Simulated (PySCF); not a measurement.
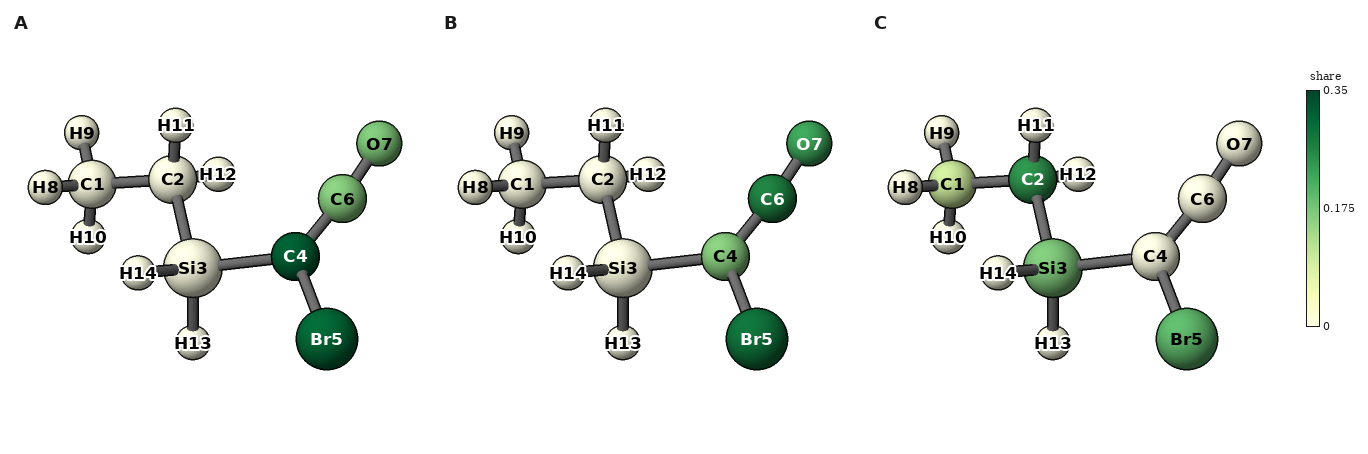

Each panel colours the atoms by their Löwdin share in one orbital (up to four of the largest shares; other atoms are shown as zero). Computed geometry: GFN2-xTB optimisation. No frequency run is at hand to confirm it as a minimum. Method: PBE0/def2-SVPD (PySCF 2.14.0).

### The panels show the HOMO−2, HOMO, LUMO, in some order. Which is which?

A: HOMO, −6.93 eV; C4 0.32, Br5 0.30, O7 0.17, C6 0.16
B: LUMO, −2.27 eV; Br5 0.28, C6 0.27, O7 0.22, C4 0.16
C: HOMO−2, −9.15 eV; C2 0.25, Br5 0.19, Si3 0.17, C1 0.10

The geometry is semi-empirical. Around Br, Si such bond lengths and angles can be off by a tenth of an ångström or more and by several degrees, and values that hang on the shape move with them.
